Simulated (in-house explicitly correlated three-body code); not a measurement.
Two electrons around a point charge Z = 0.975. Computed variationally in 260 exponentially correlated functions with an in-house code, non-relativistic, converged to about 10⁻⁷ hartree. The exact exchange and correlation energies are −361.7 and −42.78 millihartree. Wanted, and plotted below: the errors of AM05, BLYP, BP86, LDA (VWN5), M06-L, OLYP, SCAN and TPSS, evaluated on the exact density.

By the size of the summed error (millihartree): SCAN +1.1, OLYP −1.4, TPSS −1.7, BLYP −2.0, M06-L +3.0, AM05 +10, BP86 −11, LDA (VWN5) +13. Errors of exchange and correlation cancel by a quarter or more for SCAN (−12 and +14), OLYP (−15 and +14), TPSS (−13 and +11), BLYP (−16 and +14), M06-L (−10 and +13), AM05 (+28 and −18), BP86 (−16 and +5.2) and LDA (VWN5) (+41 and −27).

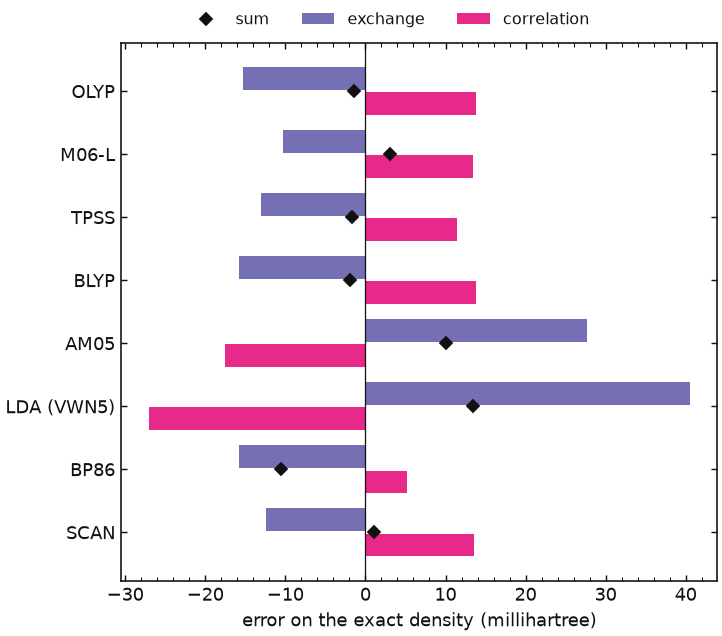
